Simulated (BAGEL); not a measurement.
# BH5S (SMILES [BH3-][SH2+]) at HF/3-21G (density fitting with qzvpp-jkfit)

Aim: the vertical ionisation energy of BH5S at HF/3-21G (density fitting with qzvpp-jkfit), from 2 runs. 

Program for the calculation: BAGEL 1.2.2.

2 further runs of the same task are left out: 2 that didn't finish.

## (1) The molecule

The species is BH5S (7 atoms), meant as a singlet with charge 0. As SMILES, `[BH3-][SH2+]`. The coordinates come from a PBE0-D4/def2-TZVP relaxation.

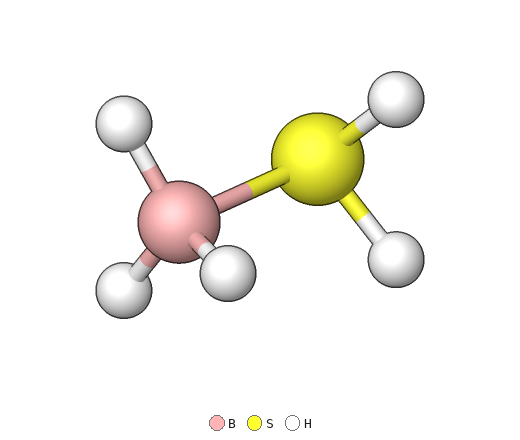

The structure, seen from a chosen angle (boron pink, sulfur yellow, hydrogen white).

## (2) A single-point energy at HF/3-21G (density fitting with qzvpp-jkfit)

Input file input.json:

```json
{ "bagel" : [

{
  "title" : "molecule",
  "basis" : "3-21g",
  "df_basis" : "qzvpp-jkfit",
  "angstrom" : "true",
  "geometry" : [
    { "atom" : "B", "xyz" : [      -0.525600,      -0.461500,      -0.504300 ] },
    { "atom" : "S", "xyz" : [       0.568600,       0.977600,       0.290900 ] },
    { "atom" : "H", "xyz" : [      -1.623200,       0.036400,      -0.431500 ] },
    { "atom" : "H", "xyz" : [      -0.344400,      -1.447600,       0.159700 ] },
    { "atom" : "H", "xyz" : [      -0.075400,      -0.482100,      -1.624500 ] },
    { "atom" : "H", "xyz" : [       0.286000,       0.903800,       1.604900 ] },
    { "atom" : "H", "xyz" : [       1.775400,       0.405500,       0.458900 ] }
  ]
},

{ "title" : "hf" },

{ "title" : "print", "file" : "orbitals.molden", "orbitals" : "true" }

]}
```

Launch:

```sh
$ BAGEL_NUM_THREADS=1 BAGEL input.json > input.out
```

Log:

```text
* using 1 threads per process

  ===============================================================
  ===============================================================

  *** Geometry ***

  { "atom" : "B", "xyz" : [     -0.993240,     -0.872109,     -0.952989 ] },
  { "atom" : "S", "xyz" : [      1.074498,      1.847396,      0.549721 ] },
  { "atom" : "H", "xyz" : [     -3.067403,      0.068786,     -0.815417 ] },
  { "atom" : "H", "xyz" : [     -0.650822,     -2.735568,      0.301789 ] },
  { "atom" : "H", "xyz" : [     -0.142485,     -0.911037,     -3.069860 ] },
  { "atom" : "H", "xyz" : [      0.540462,      1.707934,      3.032821 ] },
  { "atom" : "H", "xyz" : [      3.355020,      0.766284,      0.867195 ] },

  Number of auxiliary basis functions:      293

  Since a DF basis is specified, we compute 2- and 3-index integrals:
    o Being stored without compression. Storage requirement is 0.002 GB

  Number of basis functions:       32
  Number of electrons      :       26

    * METHOD: MOLECULE                             0.06

  *** RHF ***

  === Nuclear Repulsion ===
    54.7452153616

      * DIIS with orbital gradients will be used.

  === RHF iteration (3-21g) ===
      0       -422.88775797          0.01799993           0.01
      1       -422.93234786          0.00375032           0.01
      2       -422.93474692          0.00111068           0.01
      3       -422.93496130          0.00018678           0.01
      4       -422.93497257          0.00003598           0.01
      5       -422.93497301          0.00000757           0.01
      6       -422.93497303          0.00000223           0.01
      7       -422.93497303          0.00000034           0.01
      8       -422.93497303          0.00000007           0.01
      9       -422.93497303          0.00000002           0.01
     10       -422.93497303          0.00000001           0.01
    * SCF iteration converged.

    * Permanent dipole moment:
           (   -1.060181,    -0.612782,    -1.110365) a.u.

    * METHOD: HF                                   0.12

    * METHOD: PRINT                                0.00

  ===============================================================
```

Run time: 0.31 s. Hardware: 1 thread of Arm Neoverse V1, shared host.

## (3) The doublet cation at the same level

Input file input.json:

```json
{ "bagel" : [

{
  "title" : "molecule",
  "basis" : "3-21g",
  "df_basis" : "qzvpp-jkfit",
  "angstrom" : "true",
  "geometry" : [
    { "atom" : "B", "xyz" : [   -0.525600,   -0.461500,   -0.504300 ] },
    { "atom" : "S", "xyz" : [    0.568600,    0.977600,    0.290900 ] },
    { "atom" : "H", "xyz" : [   -1.623200,    0.036400,   -0.431500 ] },
    { "atom" : "H", "xyz" : [   -0.344400,   -1.447600,    0.159700 ] },
    { "atom" : "H", "xyz" : [   -0.075400,   -0.482100,   -1.624500 ] },
    { "atom" : "H", "xyz" : [    0.286000,    0.903800,    1.604900 ] },
    { "atom" : "H", "xyz" : [    1.775400,    0.405500,    0.458900 ] }
  ]
},
{ "title" : "uhf", "charge" : 1, "nopen" : 1 },
{ "title" : "print", "file" : "orbitals.molden", "orbitals" : "true" }

]}
```

Launch:

```sh
$ BAGEL_NUM_THREADS=1 BAGEL input.json > input.out
```

Log:

```text
* using 1 threads per process

  ===============================================================
  ===============================================================

  *** Geometry ***

  { "atom" : "B", "xyz" : [     -0.993240,     -0.872109,     -0.952989 ] },
  { "atom" : "S", "xyz" : [      1.074498,      1.847396,      0.549721 ] },
  { "atom" : "H", "xyz" : [     -3.067403,      0.068786,     -0.815417 ] },
  { "atom" : "H", "xyz" : [     -0.650822,     -2.735568,      0.301789 ] },
  { "atom" : "H", "xyz" : [     -0.142485,     -0.911037,     -3.069860 ] },
  { "atom" : "H", "xyz" : [      0.540462,      1.707934,      3.032821 ] },
  { "atom" : "H", "xyz" : [      3.355020,      0.766284,      0.867195 ] },

  Number of auxiliary basis functions:      293

  Since a DF basis is specified, we compute 2- and 3-index integrals:
    o Being stored without compression. Storage requirement is 0.002 GB

  Number of basis functions:       32
  Number of electrons      :       26

    * METHOD: MOLECULE                             0.06

  *** Open-shell HF ***

  === Nuclear Repulsion ===
    54.7452153616

      * DIIS with orbital gradients will be used.

  === UHF iteration (3-21g) ===
      0       -422.45724219          0.03815253           0.01
      1       -422.52384927          0.01269862           0.01
      2       -422.53192157          0.00537287           0.01
      3       -422.53451233          0.00336805           0.01
      4       -422.53669738          0.00270849           0.01
      5       -422.54010993          0.00159600           0.01
      6       -422.54107427          0.00134283           0.01
      7       -422.54195450          0.00101558           0.01
      8       -422.54276738          0.00052899           0.01
      9       -422.54287355          0.00030954           0.01
     10       -422.54288907          0.00027393           0.01
     11       -422.54290661          0.00008438           0.01
     12       -422.54290899          0.00002127           0.01
     13       -422.54290927          0.00000700           0.01
     14       -422.54290933          0.00000345           0.01
     15       -422.54290935          0.00000184           0.01
     16       -422.54290936          0.00000072           0.01
     17       -422.54290936          0.00000058           0.01
     18       -422.54290936          0.00000052           0.01
     19       -422.54290936          0.00000044           0.01
     20       -422.54290936          0.00000038           0.01
     21       -422.54290936          0.00000028           0.01
     22       -422.54290936          0.00000020           0.01
     23       -422.54290936          0.00000010           0.01
     24       -422.54290936          0.00000005           0.01
     25       -422.54290936          0.00000004           0.01
     26       -422.54290936          0.00000003           0.01
     27       -422.54290936          0.00000002           0.01
     28       -422.54290936          0.00000002           0.01
     29       -422.54290936          0.00000002           0.01
     30       -422.54290936          0.00000001           0.01
     31       -422.54290936          0.00000001           0.01
     32       -422.54290936          0.00000001           0.01
    * SCF iteration converged.

    * S^2 (UHF) is 0.7616

    * Permanent dipole moment:
           (   -0.192307,     1.084002,    -0.721291) a.u.

    * METHOD: UHF                                  0.39

    * METHOD: PRINT                                0.00

  ===============================================================
```

Run time: 0.58 s. Hardware: 1 thread of Arm Neoverse V1, shared host.

## (4) Outcome

At HF/3-21G (density fitting with qzvpp-jkfit):

| quantity | value |
| --- | --- |
| singlet BH5S: total energy | -422.93497 Eh |
| singlet BH5S: dipole moment | 4.20 D |
| singlet BH5S: HOMO energy | -11.72 eV |
| singlet BH5S: LUMO energy | 3.80 eV |
| singlet BH5S: HOMO–LUMO gap | 15.52 eV |
| doublet cation: total energy | -422.54291 Eh |
| doublet cation: ⟨S²⟩ | 0.762 |
| vertical ionisation energy (to the doublet cation) | 10.669 eV |

In words: Removing an electron at fixed nuclei costs 10.67 eV (246 kcal/mol). −ε(HOMO) before ionisation, 11.72 eV, is 1.05 eV above this ionisation energy.
